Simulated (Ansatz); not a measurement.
**MP2/STO-3G run of COF2 (carbonyl fluoride)**

Aim: the vertical electron affinity of COF2 (carbonyl fluoride) at MP2/STO-3G, from 2 runs. 

Program for the calculation: Ansatz 0.2.0.

55 further runs of the same task are left out: 6 that didn't finish, 49 set aside as unsound or not needed.

## 1. The structure to begin with

COF2: 4 atoms, total charge 0, spin state singlet. SMILES: `O=C(F)F`. The coordinates come from a GFN2-xTB relaxation.

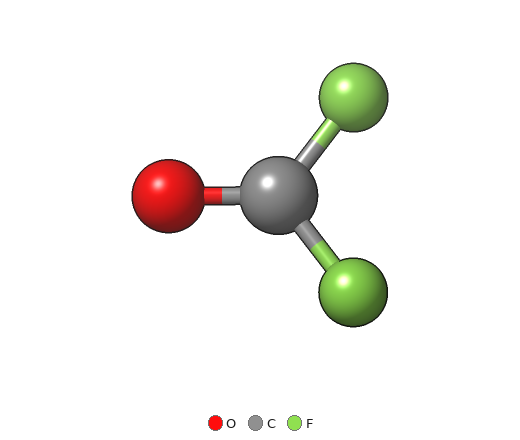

Viewed from a chosen angle; oxygen red, carbon grey, fluorine green.

## 2. The energy at MP2/STO-3G

Input file input.yaml:

```yaml
crystal:
  periodic: [false, false, false]
  atoms:
    - {symbol: O, position_ang: [-1.243810, -0.157330, 0.153910]}
    - {symbol: C, position_ang: [-0.102510, -0.013170, 0.012900]}
    - {symbol: F, position_ang: [0.851050, -0.823360, 0.422470]}
    - {symbol: F, position_ang: [0.495270, 0.993860, -0.589280]}
basis:
  gaussian:
    orbitals: STO-3G
magnetization:
  spin_polarized: false
correlation:
  method: mp2
  frozen_orbitals: {C: 1, F: 1, O: 1}
accuracy: high
```

On the command line:

```bash
$ ansatz run input.yaml --threads 1 --pin off --max-ram 2610MiB --events-out events.jsonl --progress --plain --runs-dir runs
```

The program printed:

```text
Warning: RAYON_NUM_THREADS=1 ignored (pool sized by the plan → 1); use --threads N
Functional definition: HF
  name "HF"
  exchange = exact_x
  correlation = 0
368 factors; integrals over basis functions are off by at most 3.2e-8 eV
mean field evaluation 1: about -8356.3790 eV, gradient 4.2e1 eV
mean field evaluation 2: about -8356.5002 eV, gradient 4.3e1 eV
mean field evaluation 4: about -8361.9716 eV, gradient 3.0e0 eV
mean field evaluation 8: about -8362.0339 eV, gradient 9.7e-2 eV
mean field -8362.03394675 eV, -307.2990795528 hartree, gradient 9.4e-9 eV, S^2 0.000000; 0 other end points of the search recorded, 0 dependent functions left out
4 core orbitals not correlated: weight in the atoms' cores, before any rotation towards them, 1.000 or more for the frozen orbitals, at most 0.000 for the correlated occupied ones
reference -8362.03394675 eV, -307.2990795528 hartree; 12, 12 occupied and 4, 4 virtual orbitals, 368 factors
second order -3.95385759 eV of doubles, -0.00000000 eV of singles
Total energy: -8365.98780433 eV, -307.4443811391 hartree
```

Run time: 0.12 s. Hardware: 1 thread of Intel Xeon Platinum 8375C at 2.90GHz (Ice Lake), shared host.

## 3. The doublet anion

Input file job.yaml:

```yaml
crystal:
  periodic: [false, false, false]
  atoms:
    - {symbol: O, position_ang: [-1.243810, -0.157330, 0.153910]}
    - {symbol: C, position_ang: [-0.102510, -0.013170, 0.012900]}
    - {symbol: F, position_ang: [0.851050, -0.823360, 0.422470]}
    - {symbol: F, position_ang: [0.495270, 0.993860, -0.589280]}
basis:
  gaussian:
    orbitals: STO-3G
total_charge: -1
magnetization:
  spin_polarized: true
  initial_magnetization: 1
correlation:
  method: mp2
  frozen_orbitals: {C: 1, F: 1, O: 1}
accuracy: high
```

On the command line:

```bash
$ ansatz run job.yaml --threads 1 --pin off --max-ram 2610MiB --events-out events.jsonl --progress --plain --runs-dir runs
```

The program printed:

```text
Warning: RAYON_NUM_THREADS=1 ignored (pool sized by the plan → 1); use --threads N
[... 4 set-up lines as earlier in the session ...]
368 factors; integrals over basis functions are off by at most 3.2e-8 eV
mean field evaluation 1: about -8351.5324 eV, gradient 2.1e1 eV
mean field evaluation 2: about -8351.7373 eV, gradient 2.1e1 eV
mean field evaluation 4: about -8354.4942 eV, gradient 1.6e0 eV
mean field evaluation 8: about -8354.5554 eV, gradient 3.1e-4 eV
mean field -8354.55213090 eV, -307.0241278917 hartree, gradient 2.0e-8 eV, S^2 0.753975; 0 other end points of the search recorded, 0 dependent functions left out
4 core orbitals not correlated: weight in the atoms' cores, before any rotation towards them, 1.000 or more for the frozen orbitals, at most 0.000 for the correlated occupied ones
reference -8354.55213090 eV, -307.0241278917 hartree; 13, 12 occupied and 3, 4 virtual orbitals, 368 factors
second order -2.27138081 eV of doubles, -0.00000000 eV of singles
Total energy: -8356.82351171 eV, -307.1075995969 hartree
```

Wall time 0.14 s (1 thread of Intel Xeon Platinum 8375C at 2.90GHz (Ice Lake), shared host).

## 4. Results

At MP2/STO-3G, 4 core orbitals frozen:

| quantity | value |
| --- | --- |
| singlet COF2: total energy | -307.44438 Eh |
| singlet COF2: correlation energy (4 core orbitals frozen) | -145.3 mEh |
| doublet anion: total energy | -307.10760 Eh |
| doublet anion: correlation energy (4 core orbitals frozen) | -83.5 mEh |
| doublet anion: ⟨S²⟩ of the reference determinant | 0.754 |
| vertical electron affinity (to the doublet anion) | -9.164 eV |

What this shows: The anion lies 9.16 eV (211 kcal/mol) above the neutral: the electron isn't bound at this level, and such a value depends on the basis. Without diffuse functions anions come out too high. In a minimal basis such a difference can be off by several eV, whatever the method.
